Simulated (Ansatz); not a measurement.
## Run report: AlPH5OF, nudged elastic band

System: AlPH5OF.
Method: RKS BHLYP-D4/6-31G* (Ansatz 0.2.0).

It belongs to a series of runs on one base structure; here: band between the two ends.

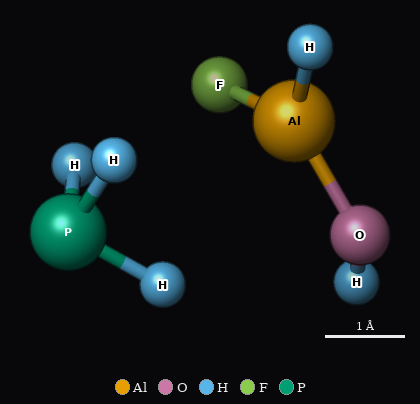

**Figure 1.** The starting structure (ball-and-stick view, seen at a tilt). Sticks mark near contacts. Bond lengths as drawn: Al–F 1.64 Å, Al–H 1.56 Å, Al–O 1.69 Å, H–O 0.95 Å and H–P 1.41 Å.

**Input**
```yaml
crystal:
  periodic: [false, false, false]
  atoms:
    - { symbol: Al, position_ang: [0.189936, -0.12497, 0.24052] }
    - { symbol: O, position_ang: [-0.331761, -0.78733, 1.703208] }
    - { symbol: H, position_ang: [-1.243958, -0.867056, 1.967395] }
    - { symbol: H, position_ang: [1.704425, -0.117449, -0.122245] }
    - { symbol: F, position_ang: [-0.924998, 0.405017, -0.846405] }
    - { symbol: P, position_ang: [0.249586, 3.165734, 1.408343] }
    - { symbol: H, position_ang: [1.535991, 2.727984, 1.030023] }
    - { symbol: H, position_ang: [-0.383403, 2.694535, 0.238644] }
    - { symbol: H, position_ang: [-0.039517, 2.014934, 2.172118] }
basis:
  gaussian: { orbitals: "6-31G*" }
hamiltonian:
  xc: { name: BHLYP }
  dispersion: d4
neb:
  order_check: false
  images: 6
  f_tol: 0.05
  max_iterations: 60
  climbing: false
  final_atoms:
    - { symbol: Al, position_ang: [0.36265733, 0.55097923, 0.29137423] }
    - { symbol: O, position_ang: [-0.35480671, -0.2609391, 1.97988887] }
    - { symbol: H, position_ang: [-1.18568769, -0.68134167, 1.73072996] }
    - { symbol: H, position_ang: [1.68025327, -0.25159041, -0.0291818] }
    - { symbol: F, position_ang: [-1.02025182, 0.08426074, -0.51904956] }
    - { symbol: P, position_ang: [0.39443969, 2.77216121, 1.06427739] }
    - { symbol: H, position_ang: [1.69723727, 3.11708469, 0.65355368] }
    - { symbol: H, position_ang: [-0.26605282, 3.37371534, -0.02556387] }
    - { symbol: H, position_ang: [-0.55148753, 0.40706897, 2.64557209] }
  initial_path:
    images:
      - { positions_ang: [[0.189936, -0.12497, 0.24052], [-0.331761, -0.78733, 1.703208], [-1.243958, -0.867056, 1.967395], [1.704425, -0.117449, -0.122245], [-0.924998, 0.405017, -0.846405], [0.249586, 3.165734, 1.408343], [1.535991, 2.727984, 1.030023], [-0.383403, 2.694535, 0.238644], [-0.039517, 2.014934, 2.172118]] }
      - { positions_ang: [[0.17333393, -0.08421346, 0.16524378], [-0.24960749, -0.57176988, 1.81633804], [-1.16289752, -0.7261447, 2.07768213], [1.65753384, -0.05142429, -0.28352139], [-1.01907108, 0.27610704, -0.88674647], [0.18828771, 2.96006365, 1.24692698], [1.23499348, 2.65907291, 1.36156831], [-0.02506303, 2.85854809, 0.18263761], [-0.04120884, 1.79115965, 2.11147201]] }
      - { positions_ang: [[0.15673187, -0.04345693, 0.08996756], [-0.16745398, -0.35620977, 1.92946808], [-1.08183704, -0.58523341, 2.18796925], [1.61064269, 0.01460043, -0.44479778], [-1.11314416, 0.14719708, -0.92708794], [0.12698942, 2.75439329, 1.08551096], [0.93399595, 2.59016183, 1.69311362], [0.33327693, 3.02256118, 0.12663122], [-0.04290068, 1.56738529, 2.05082603]] }
      - { positions_ang: [[0.1401298, -0.00270039, 0.01469135], [-0.08530048, -0.14064965, 2.04259813], [-1.00077656, -0.44432211, 2.29825638], [1.56375153, 0.08062514, -0.60607417], [-1.20721723, 0.01828712, -0.96742942], [0.06569113, 2.54872294, 0.92409494], [0.63299843, 2.52125074, 2.02465893], [0.6916169, 3.18657428, 0.07062483], [-0.04459251, 1.34361094, 1.99018004]] }
      - { positions_ang: [[0.16480428, 0.09386379, 0.02195624], [-0.08859272, -0.06545095, 2.08212397], [-0.99245223, -0.41779149, 2.26444708], [1.56029842, 0.06146208, -0.59277943], [-1.22082492, -0.0275352, -0.92066435], [0.08638451, 2.49249825, 0.87494271], [0.65603361, 2.57683656, 1.9708776], [0.70838121, 3.28360004, 0.03288085], [-0.11773116, 1.11391593, 2.05781634]] }
      - { positions_ang: [[0.2307553, 0.2462356, 0.11176223], [-0.17733072, -0.13061367, 2.0480456], [-1.05686405, -0.50564155, 2.08654138], [1.60028337, -0.04288875, -0.40491355], [-1.15396722, 0.00973012, -0.78679276], [0.18906957, 2.58571924, 0.93805427], [1.0031015, 2.75691927, 1.53176962], [0.38356987, 3.31363847, 0.01339928], [-0.26231662, 0.87830028, 2.25373492]] }
      - { positions_ang: [[0.29670631, 0.39860742, 0.20156823], [-0.26606871, -0.19577638, 2.01396724], [-1.12127587, -0.59349161, 1.90863567], [1.64026832, -0.14723958, -0.21704767], [-1.08710952, 0.04699543, -0.65292116], [0.29175463, 2.67894022, 1.00116583], [1.35016939, 2.93700198, 1.09266165], [0.05875852, 3.3436769, -0.0060823], [-0.40690207, 0.64268463, 2.44965351]] }
      - { positions_ang: [[0.36265733, 0.55097923, 0.29137423], [-0.35480671, -0.2609391, 1.97988887], [-1.18568769, -0.68134167, 1.73072996], [1.68025327, -0.25159041, -0.0291818], [-1.02025182, 0.08426074, -0.51904956], [0.39443969, 2.77216121, 1.06427739], [1.69723727, 3.11708469, 0.65355368], [-0.26605282, 3.37371534, -0.02556387], [-0.55148753, 0.40706897, 2.64557209]] }
```

Launched with:
```bash
ansatz run input.yaml --threads 1 --pin off --max-ram 2048MiB --backend cpu --events-out ev --progress --plain --runs-dir out
```

**Log**
```
Engine: ansatz 0.2.0, aarch64-unknown-linux-gnu
Functional definition: BHLYP
  parameter a = 0.5
  exchange = (1 - a)*b88_x + a*exact_x
  correlation = lyp_c
786 factors; integrals over basis functions are off by at most 6.0e-4 eV
mean field evaluation 1: about -20725.5615 eV, gradient 5.5e1 eV
mean field evaluation 2: about -20723.1910 eV, gradient 6.7e1 eV
mean field evaluation 4: about -20730.6816 eV, gradient 2.2e0 eV
mean field evaluation 8: about -20730.7216 eV, gradient 5.8e-2 eV
mean field -20730.72164277 eV, -761.8399685838 hartree, gradient 7.4e-5 eV, S^2 0.000000; 0 other end points of the search recorded, 0 dependent functions left out
the calculation of the forces begins
reference -20730.72183137 eV, -761.8399755151 hartree; 25, 25 occupied and 53, 53 virtual orbitals, 786 factors
786 factors; integrals over basis functions are off by at most 5.9e-4 eV
mean field evaluation 16: about -20727.1337 eV, gradient 4.6e1 eV
mean field -20730.68258941 eV, -761.8385333993 hartree, gradient 1.7e-5 eV, S^2 0.000000; 0 other end points of the search recorded, 0 dependent functions left out
[... from here on the field's lines of each further geometry are left out, up to the last ...]
NEB iter   1: max|band force component| = 2.447e1 eV/Å  barrier→ = 9.9409 eV  barrier← = 9.9192 eV  Δτ_max = 0.2000 Å  (203 SCF iters)
NEB iter   2: max|band force component| = 9.975e0 eV/Å  barrier→ = 3.6648 eV  barrier← = 3.6431 eV  Δτ_max = 0.2000 Å  (177 SCF iters)
NEB iter   3: max|band force component| = 4.990e0 eV/Å  barrier→ = 1.8037 eV  barrier← = 1.7820 eV  Δτ_max = 0.2000 Å  (171 SCF iters)
NEB iter   4: max|band force component| = 1.840e0 eV/Å  barrier→ = 1.3261 eV  barrier← = 1.3044 eV  Δτ_max = 0.2000 Å  (167 SCF iters)
NEB iter   5: max|band force component| = 1.676e0 eV/Å  barrier→ = 1.0491 eV  barrier← = 1.0274 eV  Δτ_max = 0.1987 Å  (170 SCF iters)
NEB iter   6: max|band force component| = 8.270e-1 eV/Å  barrier→ = 0.8582 eV  barrier← = 0.8365 eV  Δτ_max = 0.1162 Å  (169 SCF iters)
NEB iter   7: max|band force component| = 5.444e-1 eV/Å  barrier→ = 0.7707 eV  barrier← = 0.7490 eV  Δτ_max = 0.1091 Å  (164 SCF iters)
NEB iter   8: max|band force component| = 2.303e-1 eV/Å  barrier→ = 0.9830 eV  barrier← = 0.9613 eV  Δτ_max = 0.1384 Å  (172 SCF iters)
NEB iter   9: max|band force component| = 1.445e-1 eV/Å  barrier→ = 0.9067 eV  barrier← = 0.8850 eV  Δτ_max = 0.2000 Å  (167 SCF iters)
NEB iter  10: max|band force component| = 2.157e-1 eV/Å  barrier→ = 0.9025 eV  barrier← = 0.8808 eV  Δτ_max = 0.0999 Å  (164 SCF iters)
NEB iter  11: max|band force component| = 2.092e-1 eV/Å  barrier→ = 0.9188 eV  barrier← = 0.8971 eV  Δτ_max = 0.1003 Å  (170 SCF iters)
NEB iter  12: max|band force component| = 4.039e-1 eV/Å  barrier→ = 0.9805 eV  barrier← = 0.9588 eV  Δτ_max = 0.0501 Å  (170 SCF iters)
NEB iter  13: max|band force component| = 1.464e-1 eV/Å  barrier→ = 0.9345 eV  barrier← = 0.9128 eV  Δτ_max = 0.1003 Å  (173 SCF iters)
NEB iter  14: max|band force component| = 1.254e-1 eV/Å  barrier→ = 0.9202 eV  barrier← = 0.8985 eV  Δτ_max = 0.1001 Å  (170 SCF iters)
NEB iter  15: max|band force component| = 1.093e-1 eV/Å  barrier→ = 0.9566 eV  barrier← = 0.9349 eV  Δτ_max = 0.1001 Å  (170 SCF iters)
NEB iter  16: max|band force component| = 1.249e-1 eV/Å  barrier→ = 0.9699 eV  barrier← = 0.9482 eV  Δτ_max = 0.0500 Å  (166 SCF iters)
NEB iter  17: max|band force component| = 1.014e-1 eV/Å  barrier→ = 0.9814 eV  barrier← = 0.9597 eV  Δτ_max = 0.0502 Å  (171 SCF iters)
NEB iter  18: max|band force component| = 1.014e-1 eV/Å  barrier→ = 0.9930 eV  barrier← = 0.9713 eV  Δτ_max = 0.0499 Å  (170 SCF iters)
NEB iter  19: max|band force component| = 7.479e-2 eV/Å  barrier→ = 0.9774 eV  barrier← = 0.9557 eV  Δτ_max = 0.0291 Å  (170 SCF iters)
NEB iter  20: max|band force component| = 6.745e-2 eV/Å  barrier→ = 0.9751 eV  barrier← = 0.9534 eV  Δτ_max = 0.0081 Å  (137 SCF iters)
NEB iter  21: max|band force component| = 5.882e-2 eV/Å  barrier→ = 0.9735 eV  barrier← = 0.9518 eV  Δτ_max = 0.0048 Å  (130 SCF iters)
the calculation of the forces begins
reference -20730.63827988 eV, -761.8369050542 hartree; 25, 25 occupied and 53, 53 virtual orbitals, 786 factors
786 factors; integrals over basis functions are off by at most 6.7e-4 eV
mean field -20729.72236024 eV, -761.8032456285 hartree, gradient 9.5e-6 eV, S^2 0.000000; 1 other end points of the search recorded, 0 dependent functions left out
the calculation of the forces begins
reference -20729.72254259 eV, -761.8032523298 hartree; 25, 25 occupied and 53, 53 virtual orbitals, 786 factors
NEB iter  22: max|band force component| = 2.487e-2 eV/Å  barrier→ = 0.9731 eV  barrier← = 0.9514 eV  Δτ_max = 0.0000 Å  (279 SCF iters)
```

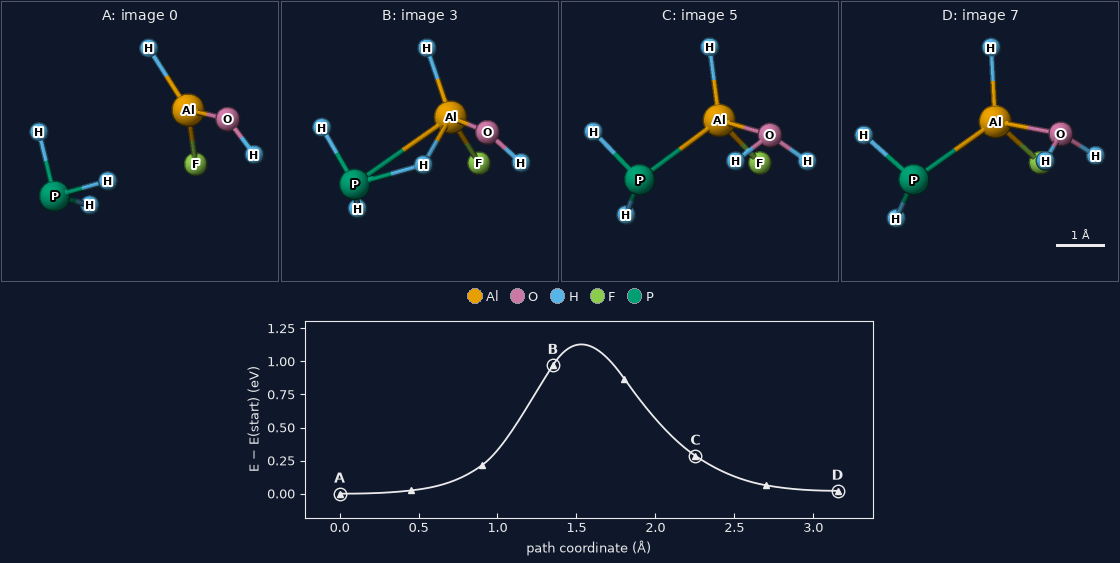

**Figure 2.** Images of the last band (counted from 0; ball-and-stick, seen at a tilt) above the energy along the path; the line is a cubic interpolation that uses the forces. The highest image is number 3, 0.973 eV above the start and 0.951 eV above the end; the end lies 0.022 eV above the start. The path is 3.15 Å long. The band converged in 22 iterations.

```
Total energy: -20729.94735364 eV, -761.8115139833 hartree
Atom 0 at     0.333184     0.254827     0.291447 Å, force    -0.174206    -0.657586     0.171936 eV/Å
Atom 1 at    -0.341918    -0.279556     1.841705 Å, force     0.068721    -0.518622    -0.209467 eV/Å
Atom 2 at    -1.251161    -0.574454     1.890373 Å, force    -0.020419    -0.127957    -0.032010 eV/Å
Atom 3 at     1.834380    -0.039781    -0.033260 Å, force    -0.019296     0.144557     0.020180 eV/Å
Atom 4 at    -0.799527     0.236010    -0.904826 Å, force     0.018898     0.134191    -0.055838 eV/Å
Atom 5 at     0.110885     2.688814     1.478147 Å, force    -0.128152     0.276986     0.341407 eV/Å
Atom 6 at     1.487591     2.690930     1.171537 Å, force    -0.132684    -0.285441     0.089757 eV/Å
Atom 7 at    -0.354942     2.910001     0.162752 Å, force    -0.048960    -0.345812     0.148003 eV/Å
Atom 8 at    -0.262190     1.224607     1.893725 Å, force     0.436097     1.379683    -0.473968 eV/Å
Dipole moment:    -0.067169     0.094472     0.135447 e Å
this run last wrote the band of iteration 22 to [file]
```

**The last band as extended XYZ (Å, eV, eV/Å)**
```
9
Properties=species:S:1:pos:R:3:forces:R:3 image=0 energy=-20730.92024
Al    0.1899   -0.1250    0.2405    0.0145  -0.0058  -0.0015
O    -0.3318   -0.7873    1.7032    0.0180  -0.0087   0.0204
H    -1.2440   -0.8671    1.9674   -0.0167   0.0031  -0.0098
H     1.7044   -0.1174   -0.1222   -0.0009   0.0008   0.0019
F    -0.9250    0.4050   -0.8464   -0.0162   0.0060  -0.0124
P     0.2496    3.1657    1.4083    0.0208  -0.0131  -0.0278
H     1.5360    2.7280    1.0300   -0.0230   0.0126   0.0061
H    -0.3834    2.6945    0.2386    0.0072   0.0072   0.0202
H    -0.0395    2.0149    2.1721   -0.0037  -0.0022   0.0030
9
Properties=species:S:1:pos:R:3:forces:R:3 image=1 energy=-20730.89592
Al    0.2219   -0.0819    0.2480   -0.0049  -0.0475  -0.0113
O    -0.2964   -0.6682    1.7497   -0.0104  -0.0613  -0.0255
H    -1.2176   -0.6986    1.9962    0.0004  -0.0414   0.0091
H     1.7346   -0.0658   -0.1222   -0.0026  -0.0120   0.0055
F    -0.9110    0.3349   -0.8691    0.0029   0.0166  -0.0071
P     0.2077    3.0390    1.4865    0.0073   0.0601  -0.0029
H     1.5077    2.6709    1.0867    0.0046   0.0125  -0.0034
H    -0.3727    2.8179    0.2208   -0.0002  -0.0096  -0.0029
H    -0.1179    1.7632    1.9950    0.0029   0.0826   0.0386
9
Properties=species:S:1:pos:R:3:forces:R:3 image=2 energy=-20730.70538
Al    0.2730    0.0608    0.2858   -0.0527  -0.4034   0.0038
O    -0.3041   -0.4682    1.8050    0.0103  -0.3978  -0.1336
H    -1.2409   -0.5912    1.9434   -0.0160  -0.0708   0.0332
H     1.7889   -0.0179   -0.0696   -0.0155   0.0771   0.0300
F    -0.8533    0.2813   -0.8928    0.0098   0.0923  -0.0366
P     0.1430    2.8542    1.5160    0.0063   0.3577   0.0884
H     1.4838    2.6375    1.1394   -0.0557  -0.0882   0.0334
H    -0.3666    2.8466    0.2002   -0.0097  -0.1417   0.0609
H    -0.1676    1.5084    1.8643    0.1233   0.5748  -0.0795
9
Properties=species:S:1:pos:R:3:forces:R:3 image=3 energy=-20729.94717
Al    0.3332    0.2548    0.2914   -0.1742  -0.6576   0.1719
O    -0.3419   -0.2796    1.8417    0.0687  -0.5186  -0.2095
H    -1.2512   -0.5745    1.8904   -0.0204  -0.1280  -0.0320
H     1.8344   -0.0398   -0.0333   -0.0193   0.1446   0.0202
F    -0.7995    0.2360   -0.9048    0.0189   0.1342  -0.0558
P     0.1109    2.6888    1.4781   -0.1282   0.2770   0.3414
H     1.4876    2.6909    1.1715   -0.1327  -0.2854   0.0898
H    -0.3549    2.9100    0.1628   -0.0490  -0.3458   0.1480
H    -0.2622    1.2246    1.8937    0.4361   1.3797  -0.4740
9
Properties=species:S:1:pos:R:3:forces:R:3 image=4 energy=-20730.05004
Al    0.3613    0.3977    0.2448    0.1934   0.6272  -0.1925
O    -0.3540   -0.1585    1.8989   -0.0713   0.4741   0.1863
H    -1.2439   -0.5294    1.9290    0.0211   0.1217   0.0488
H     1.8136   -0.0925   -0.0602    0.0142  -0.1390  -0.0151
F    -0.8399    0.2069   -0.8740   -0.0238  -0.1267   0.0560
P     0.1679    2.6406    1.3846    0.1327  -0.2154  -0.3628
H     1.5391    2.7484    1.1198    0.1359   0.2909  -0.0916
H    -0.3364    2.9929    0.1264    0.0531   0.3447  -0.1504
H    -0.3514    0.9052    2.0222   -0.4552  -1.3776   0.5213
9
Properties=species:S:1:pos:R:3:forces:R:3 image=5 energy=-20730.63357
Al    0.3582    0.4663    0.2077    0.0586   0.1524  -0.0662
O    -0.3669   -0.1770    1.9327   -0.0391  -0.0736   0.0154
H    -1.2536   -0.5497    1.9488   -0.0239  -0.1060  -0.0612
H     1.7448   -0.2019   -0.1032   -0.0239  -0.1215   0.0101
F    -0.9233    0.1666   -0.8019   -0.0149  -0.0913   0.0655
P     0.2717    2.6069    1.2419    0.0961  -0.0651  -0.2392
H     1.6274    2.8776    1.0147    0.0801   0.3005  -0.0800
H    -0.2805    3.1799    0.0890    0.0710   0.3441  -0.0674
H    -0.4215    0.7427    2.2618   -0.2039  -0.3397   0.4231
9
Properties=species:S:1:pos:R:3:forces:R:3 image=6 energy=-20730.85731
Al    0.3551    0.4974    0.2150    0.0022   0.0148   0.0139
O    -0.3533   -0.2108    1.9525   -0.0142  -0.0133  -0.0064
H    -1.2102   -0.6424    1.8745    0.0069  -0.0537  -0.0655
H     1.6941   -0.2697   -0.0947   -0.0145  -0.0330   0.0183
F    -0.9862    0.0985   -0.6831   -0.0132  -0.0259   0.0425
P     0.3313    2.6690    1.1292    0.0287   0.0282  -0.0482
H     1.6622    3.0394    0.8721    0.0218   0.0800  -0.0433
H    -0.2593    3.3408    0.0449    0.0254   0.0869  -0.0171
H    -0.4775    0.5892    2.4814   -0.0432  -0.0839   0.1056
9
Properties=species:S:1:pos:R:3:forces:R:3 image=7 energy=-20730.89854
Al    0.3627    0.5510    0.2914    0.0184  -0.0108  -0.0083
O    -0.3548   -0.2609    1.9799    0.0035   0.0130   0.0018
H    -1.1857   -0.6813    1.7307   -0.0090  -0.0055  -0.0032
H     1.6803   -0.2516   -0.0292   -0.0035   0.0080   0.0054
F    -1.0203    0.0843   -0.5191   -0.0094   0.0014  -0.0061
P     0.3944    2.7722    1.0643    0.0088   0.0055  -0.0026
H     1.6972    3.1171    0.6536   -0.0066  -0.0045   0.0012
H    -0.2661    3.3737   -0.0256   -0.0037  -0.0042   0.0037
H    -0.5515    0.4071    2.6456    0.0015  -0.0029   0.0080
```

**Summary**

```tsv
quantity	value
outcome	converged
barrier, forward	0.973 eV
barrier, backward	0.951 eV
hardware	1 thread of Arm Neoverse V2, 24 GiB of memory available, shared host
wall time	6.3 min
peak memory	0.15 GiB
```

**Remarks**

The order of the saddle point was not checked.
